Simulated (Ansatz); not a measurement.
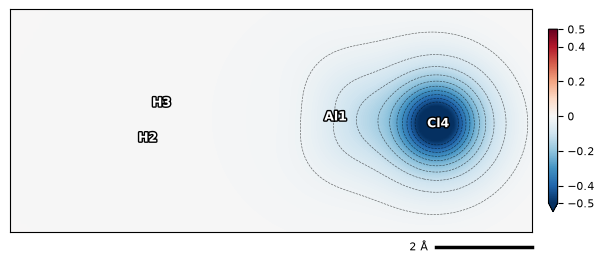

*AlCl···H$_{2}$. The HOMO−1 on a plane 0.8 Å above the molecular plane (values in Å⁻³ᐟ²; the overall sign is arbitrary).*

All numbers below come from Ansatz 0.2.0, RKS LDA/def2-SVP.

```xyz
4

Al   -0.8686    0.0000   -0.6001
H     2.2552    0.0000    1.7526
H     2.3774    0.0000    0.9806
Cl   -2.7750    0.0000   -1.5620
```

Question: What is the character of this orbital?

Answer: By Hirshfeld shares it lies mainly on Cl4 (about 90 %); it changes sign across the molecular plane (π type). Its energy is −7.82 eV.
